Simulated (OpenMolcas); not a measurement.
# A OpenMolcas job on WH3O4 (SMILES [O]=[W]([OH])([OH])[OH])

Aim: the excited states of WH3O4.

The results are computed with OpenMolcas 26.06.

### 1 The structure to begin with

The species is WH3O4 (8 atoms), meant as a doublet with charge 0. SMILES: `[O]=[W]([OH])([OH])[OH]`. The shape comes from GFN2-xTB, which is rough for such elements, and wasn't checked as a minimum. This is one conformer, not always the lowest.

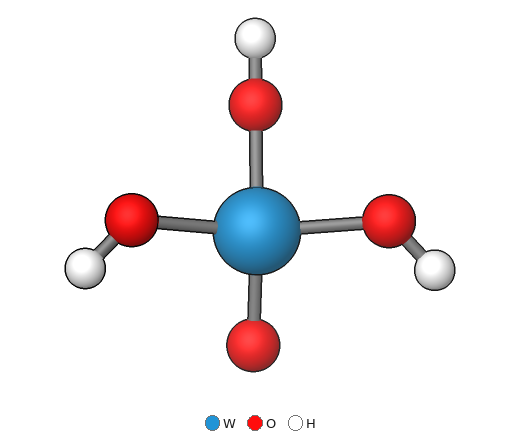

Viewed from a chosen angle; tungsten blue, oxygen red, hydrogen white.

### 2 The input as written

File step9.inp:

```
>>> EXPORT MOLCAS_PRINT=2

&GATEWAY
 Coord
 8
 angstrom
 W       -0.164720      -0.039150       0.225740
 O       -1.270950      -0.306150       1.469440
 O        1.405100       0.327350      -0.632520
 H        2.187170       0.506000      -1.160470
 O       -0.672620       1.766490      -0.150530
 H       -1.378930       2.285210       0.264420
 O        0.152300      -1.875920      -0.202600
 H       -0.257350      -2.663830       0.186520
 Basis
 ANO-RCC-VDZ
 Group
 NoSym
 RICD

&SEWARD

&RASSCF
 FileOrb
 $CurrDir/step2.RasOrb
 Spin
 2
 Nactel
 1 0 0
 Inactive
 54
 Ras2
 106
 CIRoot
 5 5 1
 OrbListing
 Nothing

&CASPT2
 Multistate
 all
```

The run is started by

```bash
$ export MOLCAS_MEM=1860
$ pymolcas step9.inp > step9.log
```

The program printed:

```text
--- Start Module: gateway ---

                                              &GATEWAY

                       available to each process: 1.9 GB of memory, 1 thread

++    Symmetry information:
      ---------------------

                    Character Table for C1

                             E
                    a        1  x, y, xy, Rz, z, xz, Ry, yz, Rx, I
--

++    Basis set information:
      ----------------------

      Basis set label: W.ANO-RCC...7S6P4D2F.

      Electronic valence basis set:
      ------------------
      Associated Effective Charge  74.000000 au
      Associated Actual Charge     74.000000 au
      Nuclear Model: Point charge

      Shell  nPrim  nBasis  Cartesian Spherical Contaminant
         s      24       7        X
         p      21       6        X
         d      15       4                 X
         f      11       2                 X

      Basis set label: O.ANO-RCC...3S2P.

      Electronic valence basis set:
      ------------------
      Associated Effective Charge   8.000000 au
      Associated Actual Charge      8.000000 au
      Nuclear Model: Point charge

      Shell  nPrim  nBasis  Cartesian Spherical Contaminant
         s      14       3        X
         p       9       2        X

      Basis set label: H.ANO-RCC...2S.

[... 130 lines left out ...]
                         - contact operators
                  Orbital angular momentum around ( -0.2705  -0.0639   0.3656 )
                  Velocity quadrupole around ( -0.2705  -0.0639   0.3656 )
                  Atomic mean-field integrals
                  RI decomposed two-electron repulsion integrals stored Cholesky style
                   - acCD auxiliary basis
                   - CD Threshold:   1.00E-04

                   Integrals are discarded if absolute value <: 1.00E-14
                   Integral cutoff threshold is set to       <: 1.00E-16

            Nuclear Potential Energy            823.41512425 au

      Basis set specifications :
      Symmetry species         a
      Basis functions          101

--- Stop Module: seward /rc=_RC_ALL_IS_WELL_ ---
--- Module seward spent 6 seconds ---

--- Start Module: rasscf ---

                                              &RASSCF

                       available to each process: 1.9 GB of memory, 1 thread

 *************** ERROR ***************
 ###############################################################################
 ###    ERROR: Too many active orbitals.                                     ###
 ###############################################################################
 Too many active orbitals NAC=     106
 Limit is MXACT=     100
 *************************************
--- Stop Module: rasscf /rc=_RC_INPUT_ERROR_ ---

.####################.
.# User input error #.
.####################.

    Timing: Wall=27.00 User=25.48 System=1.51
```

It took 27 s on 1 thread of Arm Neoverse V1, shared host; peak memory 0.61 GiB.

### 3 Diagnosis

The program broke off before the end.

The log says `Too many active orbitals NAC=     106`. What is wrong: the active space is larger than the program allows.
